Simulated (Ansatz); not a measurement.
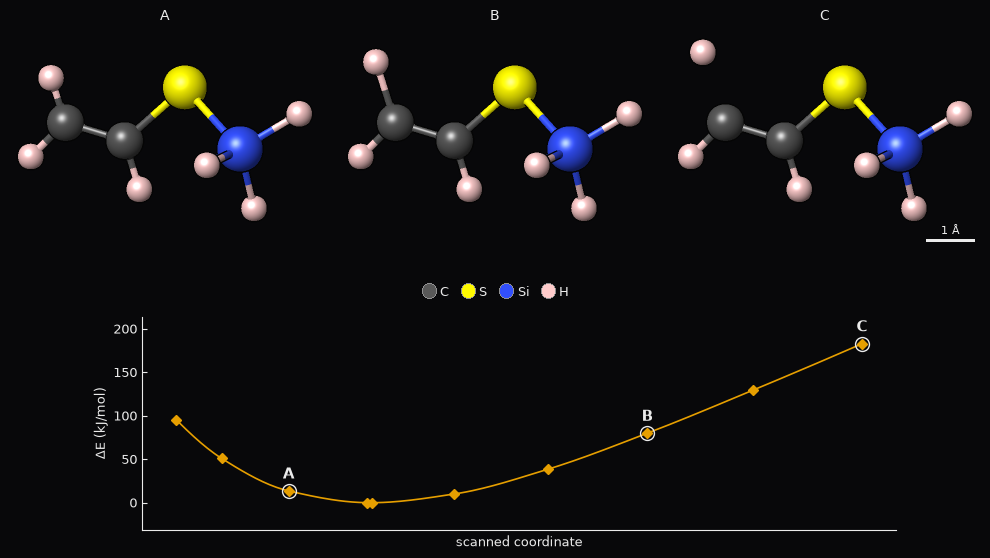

Frames of a one-coordinate scan of C2H6SSi. Style: ball-and-stick. Shown at a tilt.

Single-point energies from Ansatz with PBE0-D4 in the def2-TZVPP basis, on geometries moved rigidly from the minimum at PBE0-D4/def2-TZVP. Energies are counted from the PBE0-D4/def2-TZVP minimum geometry at the same level.

Which coordinate changes from frame to frame?

Answer. One C–H bond length is varied, with the rest of the molecule carried along rigidly. In the frames the distance is 1.001 Å (A), 1.358 Å (B), 1.572 Å (C). The lowest computed point lies at the distance 1.084 Å (0.0 kJ/mol). At the ends of the scan the energy is 95.1 kJ/mol (0.889 Å) and 182.8 kJ/mol (1.572 Å). The curvature at the lowest point is about 36 eV/Å² (5.7 mdyn/Å). The well is steeper on the short side, as for any bond.
